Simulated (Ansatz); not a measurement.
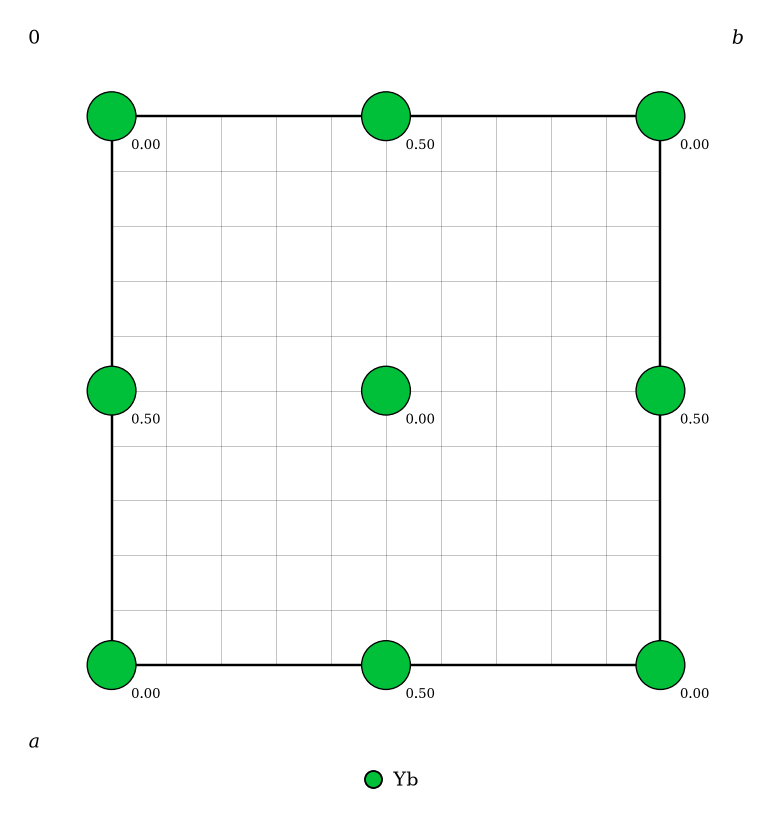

Plan of a unit cell projected along c (a down the page, b across); the numbers are heights as fractions of c, and atoms on the cell's edges are repeated. The grid marks tenths of a and b. Source: the input geometry of an electronic-structure calculation (not necessarily at equilibrium). The drawing is computed from the coordinates (standard cell, symmetry found to 0.002 Å).

a = 5.079 Å, b = 5.079 Å, c = 5.079 Å, α = 90.00°, β = 90.00°, γ = 90.00°.

What does the cell contain?

Answer. 4 Yb: Yb, Z = 4.

Which space group?

Answer. Fm-3m, No. 225, face-centred cubic.

Give the independent sites, coordinates to two places.

Answer.
```
atom  site  symmetry     x     y     z
  Yb    4a      m-3m  0.00  0.00  0.00
```
